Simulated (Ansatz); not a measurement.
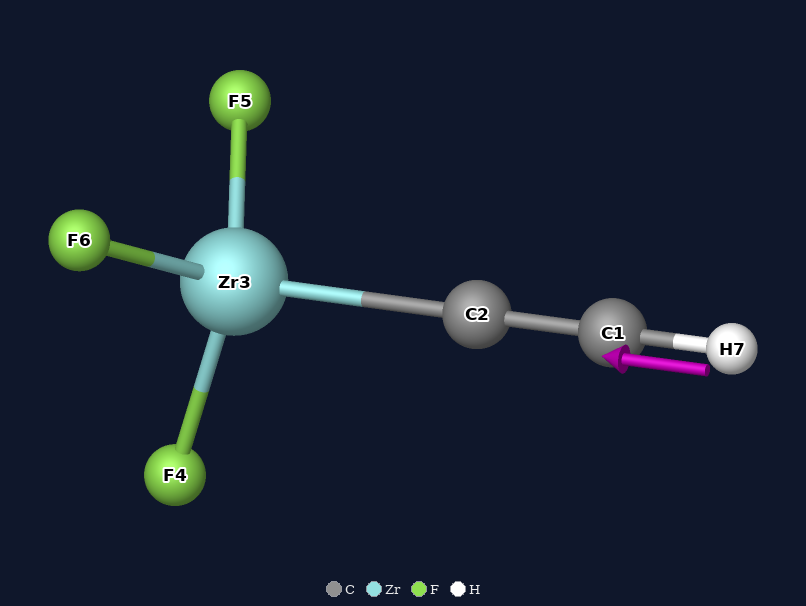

The arrows show one normal mode. The species is neutral and a spin singlet. Harmonic vibrations computed with RKS PBE0-D4/def2-TZVP, core potentials on Zr (Ansatz 0.2.0) at a stationary point of the same level.

What kind of motion is it?

Answer. Mostly C–H stretching.

Estimate its harmonic wavenumber.

Answer. 3448 cm⁻¹; it is mode 15 of 15 counted from the lowest.
